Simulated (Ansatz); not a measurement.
System: Li$_{2}$Ge$_{2}$N$_{3}$.

```cif
data_structure
_symmetry_space_group_name_H-M 'P 1'
_symmetry_Int_Tables_number 1
_cell_length_a 3.7282
_cell_length_b 8.7274
_cell_length_c 5.1219
_cell_angle_alpha 90.000
_cell_angle_beta 90.000
_cell_angle_gamma 90.000
_cell_volume 166.65
loop_
_atom_site_label
_atom_site_type_symbol
_atom_site_fract_x
_atom_site_fract_y
_atom_site_fract_z
_atom_site_occupancy
Li1 Li 0.00000 0.00000 0.56902 1
Li2 Li 0.50000 0.50000 0.06902 1
Li3 Li 0.00000 0.50000 0.43763 1
Li4 Li 0.50000 0.00000 0.93763 1
Ge1 Ge 0.50000 0.20496 0.42583 1
Ge2 Ge 0.00000 0.70496 0.92583 1
Ge3 Ge 0.00000 0.29504 0.92583 1
Ge4 Ge 0.50000 0.79504 0.42583 1
N1 N 0.50000 0.22488 0.05068 1
N2 N 0.00000 0.72488 0.55068 1
N3 N 0.00000 0.27512 0.55068 1
N4 N 0.50000 0.77512 0.05068 1
N5 N 0.00000 0.50000 0.03753 1
N6 N 0.50000 0.00000 0.53753 1
```

Space group Imm2; a generated structure, not necessarily the stable one; computed pressure about −4 GPa in this cell; computed without spin polarisation.

All numbers below come from DFT r2SCAN, scalar-relativistic, plane waves, PAW (Ansatz 0.2.0).

### Predict the valence pseudo-density and electron localisation function between the atoms.

Ge–N (1.88 Å): ρ at the midpoint is about 0.9 e/Å³; the ELF peaks at about 0.80 in the valence shell of N, 0.7 Å from its nucleus, and is about 0.55 at the midpoint.
Ge–N (1.93 Å): ρ is about 0.84 e/Å³ halfway; the ELF peaks at about 0.85 in the valence shell of N, 0.7 Å from its nucleus, and is about 0.60 at the midpoint.
Li–N (2.05 Å): ρ is about 0.37 e/Å³ halfway; the ELF peaks at about 0.90 in the valence shell of N, 0.6 Å from its nucleus, and is about 0.75 at the midpoint.
Bader's partition of the density gives Li +0.88, Ge +1.64 and N −1.86 to −1.59 e.

### Which way does charge flow, and how much by Bader's partition?

Electrons move from Li and Ge towards N. Bader charges: Li +0.88, Ge +1.64 and N −1.86 to −1.59 e.

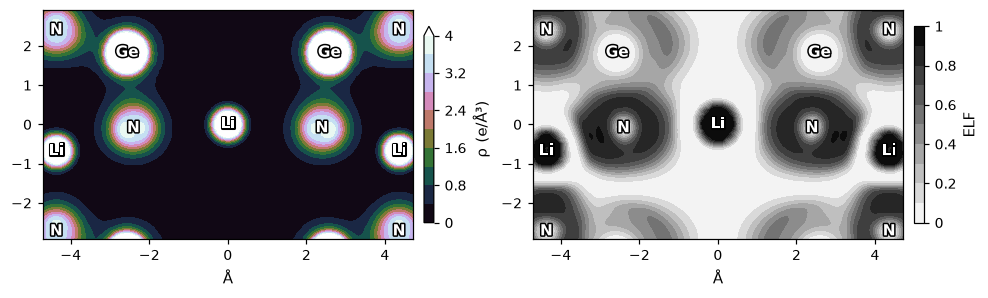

Computed valence pseudo-density and electron localisation function on the (100) plane of the conventional cell, in this order. 

Core electrons are frozen (PAW), and the valence fields are smoothed inside the atomic spheres.
